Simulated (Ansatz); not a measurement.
**Geometry relaxation of AlSiH$_{4}$Cl$_{2}$OF**

System: AlSiH$_{4}$Cl$_{2}$OF.
Method: UKS r2SCANh-D4/6-31G (Ansatz 0.2.0).

The input holds or restrains some coordinates. Forces given for the steps count only the free coordinates. It belongs to a series of runs on one base structure; here: pulled along the bonds that form and break, towards end A.

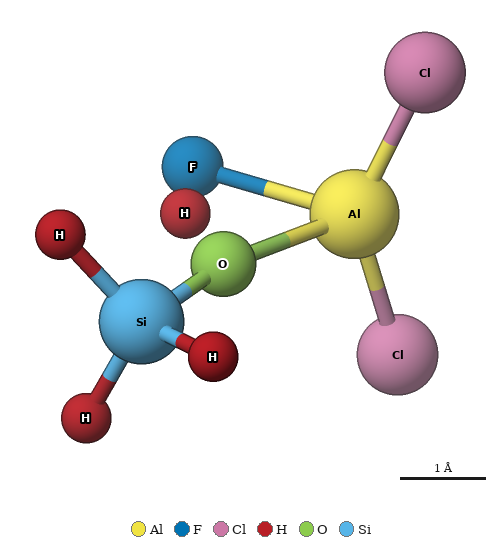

The input geometry (ball-and-stick view, seen at a tilt). Sticks mark near contacts.

The input
```yaml
crystal:
  periodic: [false, false, false]
  atoms:
    - { symbol: Al, position_ang: [-1.7706, 0.7548, -0.4896] }
    - { symbol: F, position_ang: [-1.8485, -1.0441, 0.6143] }
    - { symbol: Cl, position_ang: [-2.0066, 0.2646, -2.4225] }
    - { symbol: Cl, position_ang: [-2.2745, 2.2095, 0.7998] }
    - { symbol: H, position_ang: [-0.7062, -0.6925, 0.4803] }
    - { symbol: O, position_ang: [0.2227, 0.0711, 0.0663] }
    - { symbol: Si, position_ang: [1.7882, -0.315, 0.2075] }
    - { symbol: H, position_ang: [2.0467, -1.4516, -0.6772] }
    - { symbol: H, position_ang: [1.996, -0.6606, 1.6143] }
    - { symbol: H, position_ang: [2.5528, 0.8638, -0.193] }
magnetization:
  spin_polarized: true
basis:
  gaussian: { orbitals: "6-31G" }
hamiltonian:
  xc: r2scanh
  dispersion: d4
relax:
  f_tol: 0.15
  max_steps: 25
  restrain:
    - { distance: [0, 5], at: 3.17, k: 30.0 }
    - { distance: [4, 1], at: 2.18, k: 30.0 }
    - { distance: [0, 1], at: 1.78, k: 30.0 }
    - { distance: [4, 5], at: 0.97, k: 30.0 }
```

Machine: 2 threads of AMD EPYC (Zen 3), 24 GiB of memory available, shared host.

Run as:
```bash
ansatz run input.yaml --threads 2 --pin off --max-ram 3072MiB --backend cpu --events-out ev --progress --plain --runs-dir out
```

What the program printed
```
The last accepted step is kept in [file] (removed where the run ends without a failure and the disk answers)
Engine: ansatz 0.2.0, x86_64-unknown-linux-gnu
Functional definition: r2SCANh
  parameter a = 0.1
  parameter k0 = 0.174
  parameter k1 = 0.065
  parameter a1 = 4.9479
  exchange = (1 - a)*r2scan_x(k0 = k0, k1 = k1, a1 = a1) + a*exact_x
  correlation = r2scan_c
911 factors; integrals over basis functions are off by at most 2.0e-4 eV
mean field evaluation 1: about -44337.0323 eV, gradient 3.9e1 eV
mean field evaluation 2: about -44324.0204 eV, gradient 7.0e1 eV
mean field evaluation 4: about -44342.6761 eV, gradient 4.0e0 eV
mean field evaluation 8: about -44342.7501 eV, gradient 3.4e-2 eV
mean field evaluation 16: about -44342.7501 eV, gradient 8.0e-6 eV
mean field -44342.75014487 eV, -1629.5660112283 hartree, gradient 8.0e-6 eV, S^2 0.000000; 0 other end points of the search recorded, 0 dependent functions left out
the calculation of the forces begins
reference -44342.75016153 eV, -1629.5660118407 hartree; 41, 41 occupied and 37, 37 virtual orbitals, 911 factors
relax step   1: F+E_penalty+E_count = -44342.82538450 eV  Δ(F+E_penalty+E_count) = +0.000e0 eV  max|allowed force component| = 7.573e0 eV/Å  E_restraint = 32.06674237 eV  max|allowed force component, restraints' pulls added| = 3.613e1 eV/Å  Δτ_max = 0.0000 Å  (28 SCF iters, accepted)
  distance Al 0 - O 5 = 2.1794 Å
  distance H 4 - F 1 = 1.2027 Å
  distance Al 0 - F 1 = 2.1120 Å
  distance H 4 - O 5 = 1.2717 Å
these checks for a lower state are left out or cut short: starts, cluster_reference, orbital_swaps, neighbouring_geometries, increment
911 factors; integrals over basis functions are off by at most 2.1e-4 eV
mean field -44342.58666040 eV, -1629.5600032849 hartree, gradient 1.5e-5 eV, S^2 0.000000; 0 other end points of the search recorded, 0 dependent functions left out
[... from here on the field's lines of each further geometry are left out, up to the last ...]
relax step   2: F+E_penalty+E_count = -44342.66071693 eV  Δ(F+E_penalty+E_count) = +1.647e-1 eV  max|allowed force component| = 9.657e0 eV/Å  E_restraint = 15.50042954 eV  max|allowed force component, restraints' pulls added| = 2.518e1 eV/Å  Δτ_max = 0.1973 Å  (34 SCF iters, accepted)
relax step   3: F+E_penalty+E_count = -44342.79858382 eV  Δ(F+E_penalty+E_count) = -1.379e-1 eV  max|allowed force component| = 7.184e0 eV/Å  E_restraint = 5.00395322 eV  max|allowed force component, restraints' pulls added| = 1.166e1 eV/Å  Δτ_max = 0.1978 Å  (30 SCF iters, accepted)
relax step   4: F+E_penalty+E_count = -44342.87410245 eV  Δ(F+E_penalty+E_count) = -7.552e-2 eV  max|allowed force component| = 5.613e0 eV/Å  E_restraint = 0.89048022 eV  max|allowed force component, restraints' pulls added| = 4.973e0 eV/Å  Δτ_max = 0.1977 Å  (30 SCF iters, accepted)
relax step   5: F+E_penalty+E_count = -44343.39817590 eV  Δ(F+E_penalty+E_count) = -5.241e-1 eV  max|allowed force component| = 3.147e0 eV/Å  E_restraint = 0.07607538 eV  max|allowed force component, restraints' pulls added| = 1.427e0 eV/Å  Δτ_max = 0.1949 Å  (29 SCF iters, accepted)
relax step   6: F+E_penalty+E_count = -44343.70156382 eV  Δ(F+E_penalty+E_count) = -3.034e-1 eV  max|allowed force component| = 1.285e0 eV/Å  E_restraint = 0.04186343 eV  max|allowed force component, restraints' pulls added| = 5.156e-1 eV/Å  Δτ_max = 0.1948 Å  (30 SCF iters, accepted)
relax step   7: F+E_penalty+E_count = -44343.83219166 eV  Δ(F+E_penalty+E_count) = -1.306e-1 eV  max|allowed force component| = 1.079e0 eV/Å  E_restraint = 0.02771515 eV  max|allowed force component, restraints' pulls added| = 4.989e-1 eV/Å  Δτ_max = 0.1960 Å  (30 SCF iters, accepted)
relax step   8: F+E_penalty+E_count = -44343.85864696 eV  Δ(F+E_penalty+E_count) = -2.646e-2 eV  max|allowed force component| = 1.101e0 eV/Å  E_restraint = 0.02318834 eV  max|allowed force component, restraints' pulls added| = 4.187e-1 eV/Å  Δτ_max = 0.2000 Å  (29 SCF iters, accepted)
relax step   9: F+E_penalty+E_count = -44343.87395413 eV  Δ(F+E_penalty+E_count) = -1.531e-2 eV  max|allowed force component| = 1.096e0 eV/Å  E_restraint = 0.03249201 eV  max|allowed force component, restraints' pulls added| = 7.768e-1 eV/Å  Δτ_max = 0.1336 Å  (29 SCF iters, accepted)
relax step  10: F+E_penalty+E_count = -44343.83798193 eV  Δ(F+E_penalty+E_count) = +3.597e-2 eV  max|allowed force component| = 1.057e0 eV/Å  E_restraint = 0.01987417 eV  max|allowed force component, restraints' pulls added| = 6.484e-1 eV/Å  Δτ_max = 0.1907 Å  (30 SCF iters, rejected (line search))
the calculation of the forces begins
reference -44343.82282155 eV, -1629.6054313693 hartree; 41, 41 occupied and 37, 37 virtual orbitals, 911 factors
relax step  11: F+E_penalty+E_count = -44343.88854139 eV  Δ(F+E_penalty+E_count) = -1.459e-2 eV  max|allowed force component| = 1.075e0 eV/Å  E_restraint = 0.02680495 eV  max|allowed force component, restraints' pulls added| = 1.166e-1 eV/Å  Δτ_max = 0.0765 Å  (29 SCF iters, accepted)
  distance Al 0 - O 5 = 3.1445 Å
  distance H 4 - F 1 = 2.1772 Å
  distance Al 0 - F 1 = 1.7464 Å
  distance H 4 - O 5 = 0.9700 Å
911 factors; integrals over basis functions are off by at most 1.8e-4 eV
mean field evaluation 96: about -44343.8220 eV, gradient 3.8e-1 eV
```

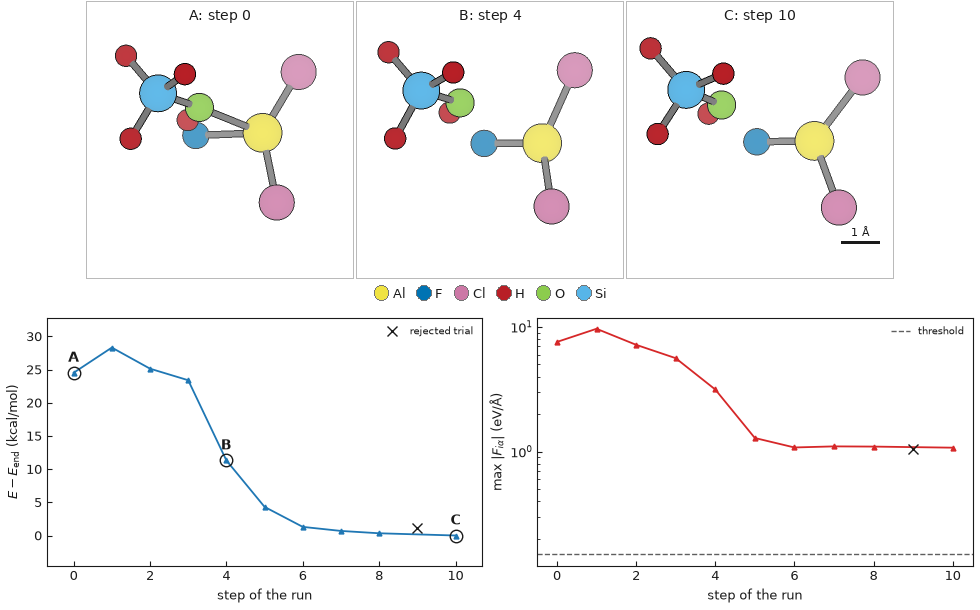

Frames of the restrained relaxation (ball-and-stick view, seen at a tilt) above the curves, on which the letters mark them (the first geometry is step 0 here and step 1 in the log).

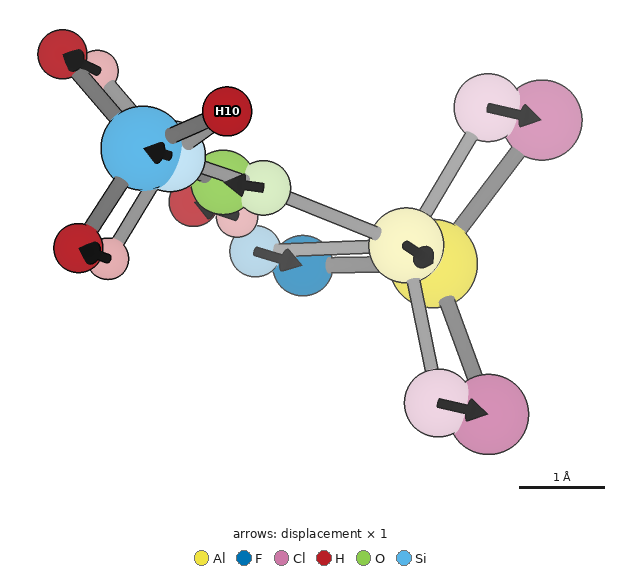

Start (faint) and end (solid) with the displacements as black arrows, at true length (ball-and-stick view, seen at a tilt). The two geometries are laid on each other by the best rigid fit. After 10 geometry steps the energy has fallen by 24.5 kcal/mol. The largest force component goes from 7.6 to 1.1 eV/Å. The line search rejected the trial step at point 9 (counted from 0) and went back. Cl4 moves most after the best rigid fit: 0.69 Å. Largest moves by element: Cl 0.69 Å, Al 0.68 Å, H 0.67 Å, F 0.64 Å, O 0.49 Å, Si 0.38 Å. Among the contacts that change: Al1–O6 2.179 → 3.144 Å, Al1–F2 2.112 → 1.746 Å, H5–O6 1.272 → 0.970 Å, Al1–Cl3 2.008 → 2.160 Å. New bonds form: H5–O6 (1.27 → 0.97 Å). Bonds break: Al1–O6 (2.18 → 3.14 Å). Among the angles that change: Cl3–Al1–Cl4 139.9° → 122.2°, F2–Al1–Cl4 105.8° → 119.0°, F2–Al1–Cl3 106.9° → 118.3°. (Atoms are counted from 1 in the order of the input.)

```
mean field -44343.82280362 eV, -1629.6054307103 hartree, gradient 1.6e-5 eV, S^2 0.000000; 1 other end points of the search recorded, 0 dependent functions left out
the calculation of the forces begins
reference -44343.82282155 eV, -1629.6054313693 hartree; 41, 41 occupied and 37, 37 virtual orbitals, 911 factors
Total energy: -44343.88855933 eV, -1629.6078471880 hartree
Atom 0 at    -2.457651     0.728961    -0.494063 Å, force     0.682266    -1.074648     0.688313 eV/Å
Atom 1 at    -2.372776    -0.757266     0.419126 Å, force    -0.046727     0.903433    -0.533713 eV/Å
Atom 2 at    -2.483112     0.604166    -2.649931 Å, force    -0.001531    -0.000157     0.037225 eV/Å
Atom 3 at    -2.802217     2.583983     0.556682 Å, force     0.007082    -0.049217    -0.011623 eV/Å
Atom 4 at    -0.222628    -0.957176     0.696734 Å, force     0.003099    -0.064092     0.010156 eV/Å
Atom 5 at     0.395139    -0.304923     0.330790 Å, force    -0.577350     0.267464    -0.178648 eV/Å
Atom 6 at     2.120589    -0.463078     0.299123 Å, force    -0.057766     0.062159    -0.019735 eV/Å
Atom 7 at     2.554056    -1.559010    -0.631948 Å, force    -0.001696    -0.009987     0.017294 eV/Å
Atom 8 at     2.666822    -0.734348     1.673025 Å, force    -0.015190    -0.009957    -0.014010 eV/Å
Atom 9 at     2.601780     0.858691    -0.199339 Å, force     0.007812    -0.024997     0.004743 eV/Å
Dipole moment:     0.350180    -0.306411     0.166988 e Å
```

Trajectory as extended XYZ (Å, eV, eV/Å), 11 frames, from step=1 to step=11
```
10
Properties=species:S:1:pos:R:3:forces:R:3 step=1 energy=-44342.82538
Al   -1.7706    0.7548   -0.4896    3.3411  -3.5333   2.4212
F    -1.8485   -1.0441    0.6143    0.1579   1.9583  -1.2131
Cl   -2.0066    0.2646   -2.4225   -0.5354  -0.4910  -2.8912
Cl   -2.2745    2.2095    0.7998   -0.8880   2.2650   1.6707
H    -0.7062   -0.6925    0.4803    1.6719   0.0271   0.1388
O     0.2227    0.0711    0.0663   -7.5727   0.5015  -0.3488
Si    1.7882   -0.3150    0.2075    2.4188  -0.3556   0.0831
H     2.0467   -1.4516   -0.6772    0.4235  -0.5963  -0.3558
H     1.9960   -0.6606    1.6143    0.4063  -0.2357   0.6408
H     2.5528    0.8638   -0.1930    0.5766   0.4600  -0.1457
10
Properties=species:S:1:pos:R:3:forces:R:3 step=2 energy=-44342.66072
Al   -1.9646    0.7199   -0.4818    1.9677  -4.0751   2.5801
F    -1.9899   -0.9934    0.5726    0.3280   2.5482  -1.5793
Cl   -2.0173    0.2584   -2.4602   -0.2334  -0.2406  -2.3218
Cl   -2.2900    2.2396    0.8217   -0.5363   1.9883   1.2823
H    -0.5310   -0.6414    0.4616    2.2652   0.9115  -0.3232
O     0.3112    0.0059    0.1240   -9.6573   0.2325  -0.0897
Si    1.8543   -0.3323    0.2151    3.7592  -0.8022   0.2587
H     2.0564   -1.4625   -0.6831    0.6942  -0.7063  -0.4176
H     2.0069   -0.6657    1.6256    0.7889  -0.3390   0.7806
H     2.5640    0.8715   -0.1954    0.6239   0.4827  -0.1701
10
Properties=species:S:1:pos:R:3:forces:R:3 step=3 energy=-44342.79858
Al   -2.1565    0.6739   -0.4699    1.2165  -3.6346   2.3267
F    -2.1536   -0.9316    0.5218    0.1348   2.2955  -1.4528
Cl   -2.0168    0.2575   -2.4865   -0.1016  -0.0142  -1.6663
Cl   -2.2930    2.2637    0.8351   -0.3109   1.5084   0.7698
H    -0.3358   -0.6098    0.4596   -0.7157  -0.8319   0.5893
O     0.3771   -0.0443    0.1722   -7.1836   2.1987  -1.0344
Si    1.9124   -0.3450    0.2196    4.3184  -0.8698   0.2759
H     2.0697   -1.4727   -0.6895    0.8700  -0.7411  -0.4399
H     2.0230   -0.6710    1.6366    1.0842  -0.4012   0.8168
H     2.5735    0.8793   -0.1985    0.6879   0.4902  -0.1851
10
Properties=species:S:1:pos:R:3:forces:R:3 step=4 energy=-44342.87410
Al   -2.3506    0.6365   -0.4634    1.2277  -2.0642   1.4016
F    -2.3025   -0.8760    0.4737   -0.0416   1.2380  -0.8114
Cl   -2.0208    0.2633   -2.5161   -0.1865   0.1675  -0.7771
Cl   -2.3002    2.2938    0.8428   -0.2751   0.7840   0.1744
H    -0.2408   -0.6285    0.4893   -1.1932  -0.9990   0.6407
O     0.4419   -0.0524    0.1990   -5.6125   2.2591  -1.0447
Si    1.9974   -0.3561    0.2239    3.0438  -0.8122   0.2839
H     2.1047   -1.4911   -0.6999    0.9773  -0.6113  -0.3264
H     2.0680   -0.6830    1.6556    1.2573  -0.3938   0.6329
H     2.6028    0.8935   -0.2047    0.8029   0.4319  -0.1740
10
Properties=species:S:1:pos:R:3:forces:R:3 step=5 energy=-44343.39818
Al   -2.5268    0.6311   -0.4732    1.4393  -1.1252   0.8227
F    -2.4229   -0.8532    0.4385   -0.1694   0.7431  -0.4701
Cl   -2.0939    0.3162   -2.5555   -0.3212   0.2195  -0.1858
Cl   -2.3743    2.3524    0.8041   -0.3357   0.2495  -0.1556
H    -0.2581   -0.6647    0.5487    0.1497   0.0006   0.0570
O     0.4238   -0.0523    0.2252   -3.1470   0.5929  -0.3143
Si    2.0558   -0.3683    0.2351    0.6973  -0.5597   0.3311
H     2.2460   -1.5230   -0.6966    0.5704  -0.1018  -0.0092
H     2.2565   -0.7263    1.6795    0.7618  -0.1175  -0.0340
H     2.6940    0.8882   -0.2056    0.3548   0.0986  -0.0417
10
Properties=species:S:1:pos:R:3:forces:R:3 step=6 energy=-44343.70156
Al   -2.5567    0.6482   -0.4866    1.2852  -1.0702   0.7880
F    -2.4422   -0.8384    0.4295   -0.1270   0.8845  -0.5508
Cl   -2.2354    0.3980   -2.6068   -0.2652   0.1645   0.0094
Cl   -2.5193    2.4262    0.7363   -0.2615   0.0526  -0.1925
H    -0.2698   -0.7048    0.5946   -0.2330  -0.3704   0.2280
O     0.3893   -0.0870    0.2617   -1.0798   0.5571  -0.3845
Si    2.0675   -0.3975    0.2593    0.3796  -0.3133   0.2378
H     2.3805   -1.5368   -0.6767    0.1157   0.0626   0.0791
H     2.4479   -0.7627    1.6784    0.1923   0.0207  -0.2241
H     2.7382    0.8549   -0.1896   -0.0062   0.0119   0.0097
10
Properties=species:S:1:pos:R:3:forces:R:3 step=7 energy=-44343.83219
Al   -2.5235    0.6770   -0.4984    0.9654  -0.9459   0.7150
F    -2.4230   -0.8060    0.4219   -0.0427   0.8943  -0.5622
Cl   -2.3875    0.4880   -2.6522   -0.1347   0.0950   0.1575
Cl   -2.6786    2.5053    0.6541   -0.1169  -0.1106  -0.1911
H    -0.2450   -0.8041    0.6546    0.2211   0.1145  -0.0504
O     0.3991   -0.1561    0.3073   -1.0788   0.0429  -0.1191
Si    2.1022   -0.4266    0.2806    0.2238  -0.1411   0.1294
H     2.4563   -1.5469   -0.6627    0.0141   0.0551   0.0551
H     2.5695   -0.7799    1.6735    0.0360   0.0295  -0.1545
H     2.7306    0.8493   -0.1784   -0.0873  -0.0339   0.0204
10
Properties=species:S:1:pos:R:3:forces:R:3 step=8 energy=-44343.85865
Al   -2.4959    0.7175   -0.5135    0.9898  -1.1006   0.7409
F    -2.3389   -0.7621    0.4003   -0.2843   0.8748  -0.5247
Cl   -2.4408    0.5745   -2.6706   -0.0872   0.0434   0.0874
Cl   -2.7355    2.5653    0.5838   -0.0743  -0.0712  -0.0871
H    -0.1907   -0.9565    0.7721   -0.0809   0.1294  -0.1290
O     0.3676   -0.2843    0.3435   -0.5319   0.1714  -0.0989
Si    2.0923   -0.4373    0.2832    0.0921  -0.0936   0.0525
H     2.4981   -1.5387   -0.6566    0.0251   0.0311   0.0127
H     2.6230   -0.7517    1.6580    0.0268   0.0357  -0.0692
H     2.6210    0.8733   -0.1999   -0.0752  -0.0204   0.0155
10
Properties=species:S:1:pos:R:3:forces:R:3 step=9 energy=-44343.87395
Al   -2.4619    0.7192   -0.4940    0.6000  -1.0965   0.7783
F    -2.3625   -0.7616    0.4449   -0.0090   1.0546  -0.6882
Cl   -2.5541    0.6142   -2.6521    0.0359  -0.0521   0.0800
Cl   -2.8558    2.5849    0.5292    0.0457  -0.1019  -0.0045
H    -0.2109   -0.9262    0.6685    0.2327   0.2900  -0.1637
O     0.4070   -0.2575    0.3016   -0.7896  -0.1963   0.0855
Si    2.1333   -0.4711    0.3111    0.0873   0.1395  -0.1034
H     2.5644   -1.5644   -0.6261   -0.0574  -0.0121   0.0236
H     2.6723   -0.7768    1.6838   -0.1223   0.0101  -0.0291
H     2.6682    0.8393   -0.1666   -0.0233  -0.0352   0.0215
10
Properties=species:S:1:pos:R:3:forces:R:3 step=10 energy=-44343.83798 accepted=F
Al   -2.4218    0.7444   -0.4938    0.5612  -1.0569   0.7750
F    -2.4359   -0.7279    0.4418    0.0641   0.8120  -0.5868
Cl   -2.3904    0.6210   -2.6485    0.0124  -0.0052   0.0300
Cl   -2.7557    2.5958    0.5651    0.0215  -0.0070  -0.0326
H    -0.2932   -1.0562    0.6881    0.4175  -0.0814   0.0497
O     0.3811   -0.4277    0.3836   -0.5054   0.6256  -0.3951
Si    2.1154   -0.4392    0.2875   -0.6484  -0.4132   0.1790
H     2.5853   -1.5347   -0.6195    0.0480  -0.0180  -0.0817
H     2.7055   -0.6651    1.6430    0.0785   0.0379   0.0991
H     2.5095    0.8896   -0.2471   -0.0494   0.1063  -0.0366
10
Properties=species:S:1:pos:R:3:forces:R:3 step=11 energy=-44343.88854
Al   -2.4577    0.7290   -0.4941    0.6823  -1.0746   0.6883
F    -2.3728   -0.7573    0.4191   -0.0467   0.9034  -0.5337
Cl   -2.4831    0.6042   -2.6499   -0.0015  -0.0002   0.0372
Cl   -2.8022    2.5840    0.5567    0.0071  -0.0492  -0.0116
H    -0.2226   -0.9572    0.6967    0.0031  -0.0641   0.0102
O     0.3951   -0.3049    0.3308   -0.5774   0.2675  -0.1786
Si    2.1206   -0.4631    0.2991   -0.0578   0.0622  -0.0197
H     2.5541   -1.5590   -0.6319   -0.0017  -0.0100   0.0173
H     2.6668   -0.7343    1.6730   -0.0152  -0.0100  -0.0140
H     2.6018    0.8587   -0.1993    0.0078  -0.0250   0.0047
```

Key numbers

| quantity | value |
| --- | --- |
| outcome | converged under the restraints of the input |
| total energy | −44343.8886 eV |
| mean-field energy | −44343.8228 eV |
| largest force (length of the vector) at the end, held atoms and coordinates included | 1.447 eV/Å |
| wall time | 78 s (CPU time 2.5 min) |
| peak memory | 0.39 GiB |
